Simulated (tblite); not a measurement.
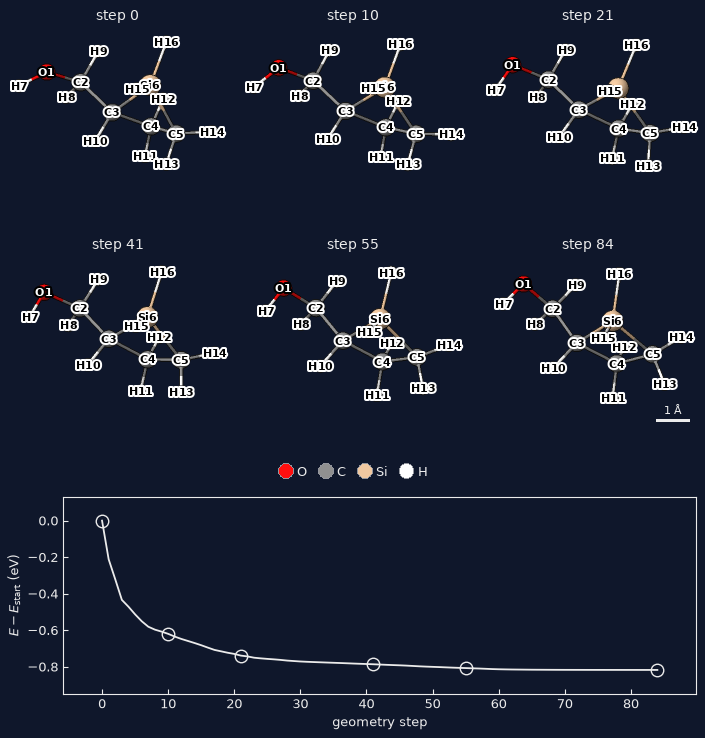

Frames of a relaxation of C₄H₁₀OSi, marked on the history of the run. A ball-and-stick model, seen from a free direction.

Level of theory: tblite 0.8.0, GFN2-xTB geometry optimisation, gas phase. 

Describe the path.

H13 moves most after the best rigid fit: 0.92 Å. Largest moves by element: H 0.92 Å, O 0.63 Å, Si 0.36 Å, C 0.33 Å. Near-neighbour distances that change, for instance: C5–Si6 1.860 → 1.915 Å, C2–C3 1.483 → 1.521 Å, C3–Si6 1.885 → 1.921 Å, C2–H9 1.127 → 1.093 Å. Among the angles between lasting bonds that change: C3–C4–C5 87.4° → 100.2°, C3–Si6–C5 68.3° → 76.3°, H15–Si6–H16 117.1° → 111.6°. Groups turn about O1–C2 by about 50°, C4–C5 by about 35°, C3–C4 by about 30°. Over 84 geometry steps the energy falls by 0.817 eV. From step 0 to 10: H13 moves most (0.20 Å), energy −0.620 eV. From step 10 to 21: H7 moves most (0.26 Å), energy −0.119 eV. From step 21 to 41: H atoms move most (0.23 Å), energy −0.047 eV. From step 41 to 55: H14 moves most (0.24 Å), energy −0.021 eV. From step 55 to 84: H14 moves most (0.27 Å), energy −0.010 eV.
